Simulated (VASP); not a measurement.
Band structure of IrO2 (rutile). Level of theory: revPBE GGA, VASP's PBE PAW potentials (set 64) (plane waves; VASP).

Unless said otherwise, spin-orbit coupling is left out, though it shifts the bands of the heavy elements here.

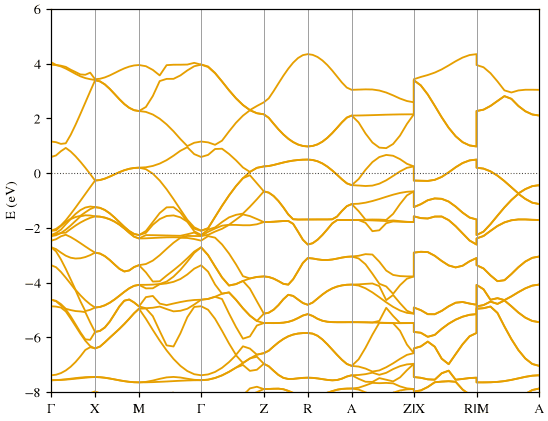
*Bands along high-symmetry lines, zero at the valence-band maximum or, without a gap, the Fermi level*

Question: Read the plot: is there a gap, and where are the band edges?

Answer: It has no gap at this level: it comes out as a metal or semimetal. (Edges off the drawn lines would not show.)

The compound is IrO2 in the rutile structure. It was relaxed first.
